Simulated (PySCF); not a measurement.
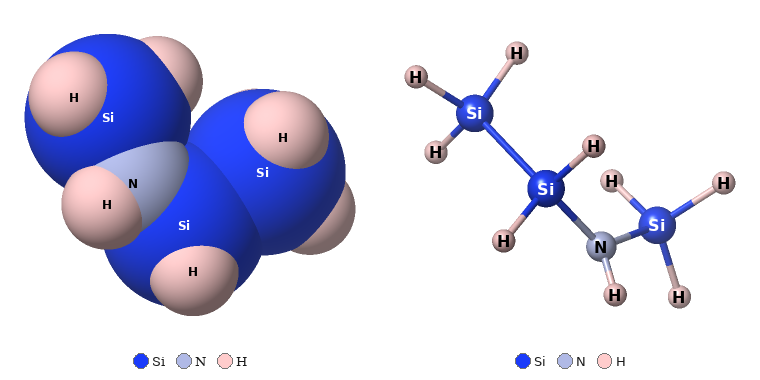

Two views of one molecule.

The geometry was computed by an optimisation with GFN2-xTB. No frequency run is at hand to confirm it as a minimum.

**Give the formula.**

H9NSi3, 13 atoms: 9 hydrogen, 1 nitrogen and 3 silicon.

**Count the bonded pairs by element.**

8 Si–H, 2 N–Si, 1 Si–Si, 1 N–H.

**Name functional groups in it.**

Among them: Si–H bond, Si–N bond.

**Describe its rings.**

It has no ring.

**What is its SMILES?**

[SiH3]N[SiH2][SiH3]

The parts below concern this one geometry. Atoms keep their numbers from picture to picture.

## Geometry

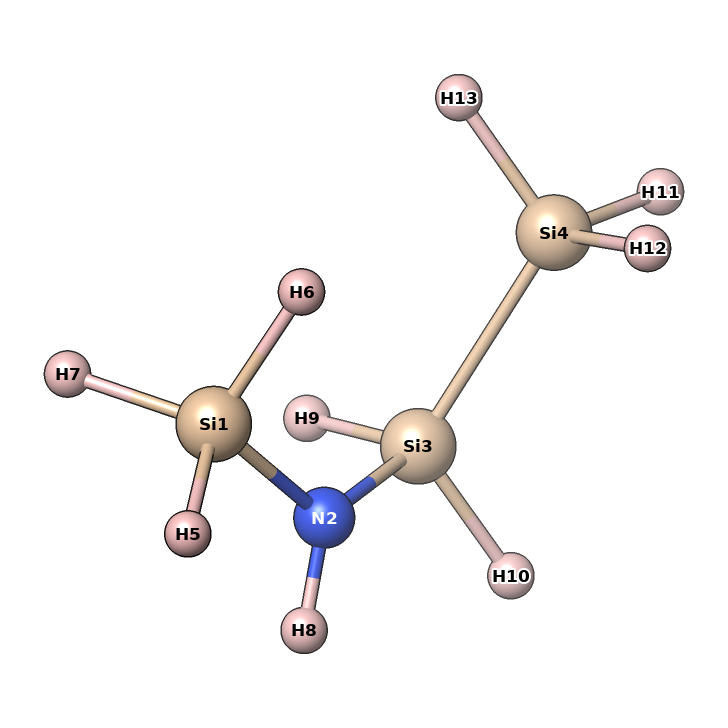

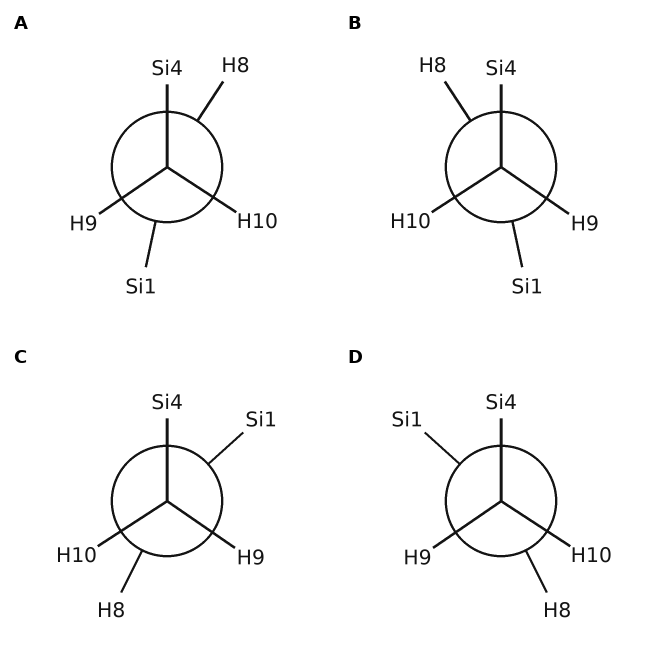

Depth is shown by fading: the farther an atom, the more it takes the colour of the background. Bonds that would overlap in a projection are set slightly apart. No frequency run is at hand to confirm it as a minimum.

**Which Newman projection shows the view along Si3–N2, with Si3 in front?**

C. The torsion angle Si4–Si3–N2–Si1 is 48°, synclinal (gauche).

## NMR shielding

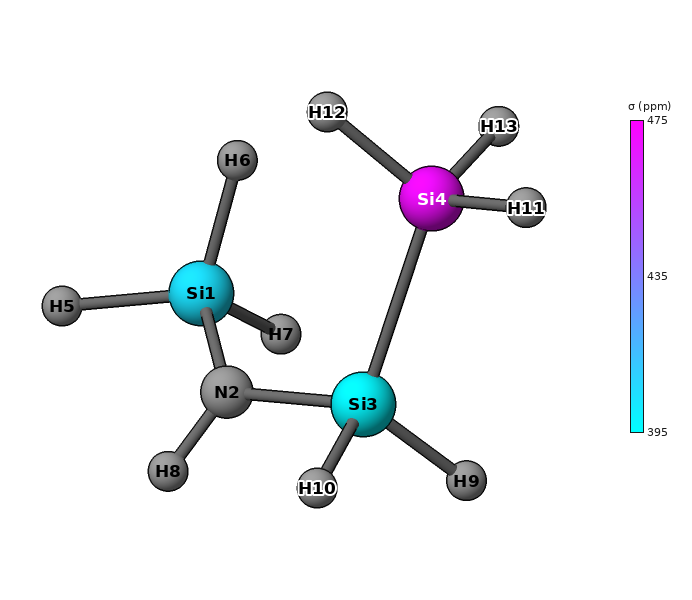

Atoms are coloured by their isotropic NMR shieldings (Si only, the others grey). No frequency run is at hand to confirm it as a minimum. Level of theory: GIAO PBE0/pcSseg-1 NMR shielding, non-relativistic, gas phase (PySCF 2.14.0).

Give the isotropic NMR shieldings of the Si atoms atom by atom.

```tsv
atom	σ (ppm)
Si1	404.1
Si3	397.4
Si4	470.8
```

## Quadrupole coupling

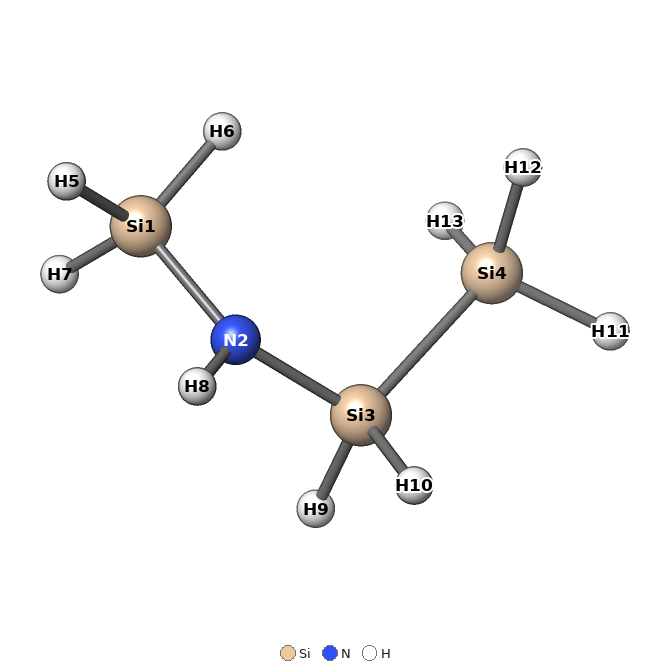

No frequency run is at hand to confirm it as a minimum. Electric field gradients from the ground-state density, PBE0/pcSseg-1 (PySCF 2.14.0), non-relativistic apart from any core potentials.

Give the largest field-gradient component, the quadrupole coupling constant and the asymmetry for 14N at N2 (Q = 20.44 mb).

```json
{"atom": "N2", "V_zz (a.u.)": "−0.787", "e²qQ/h (MHz)": "−3.78", "η": "0.39"}
```

## Dipole moment

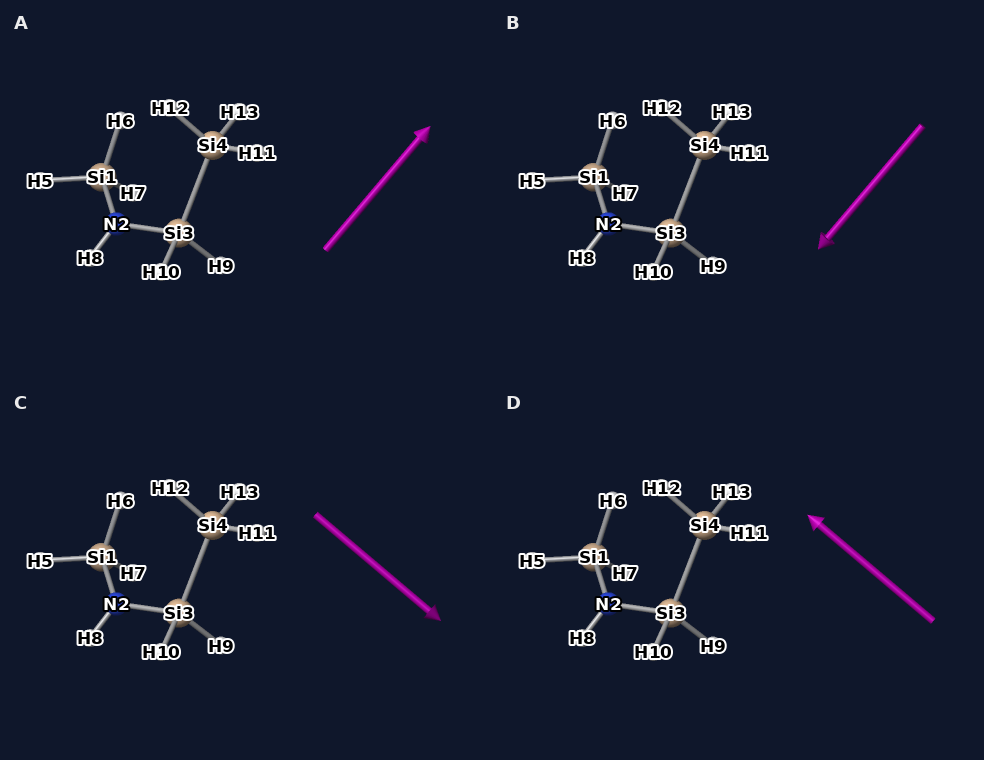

The same molecule four times, each with an arrow. No frequency run is at hand to confirm it as a minimum. Level of theory: PBE0/def2-SVPD, gas phase (PySCF 2.14.0).

**Which arrow points along the dipole moment, from the negative to the positive end?**

B. The dipole moment is 0.85 D; it points from the side of H11, H13 to the side of H8 (the outermost atoms at the two ends).

The geometry is semi-empirical. Around Si such bond lengths and angles can be off by a tenth of an ångström or more and by several degrees, and values that hang on the shape move with them.
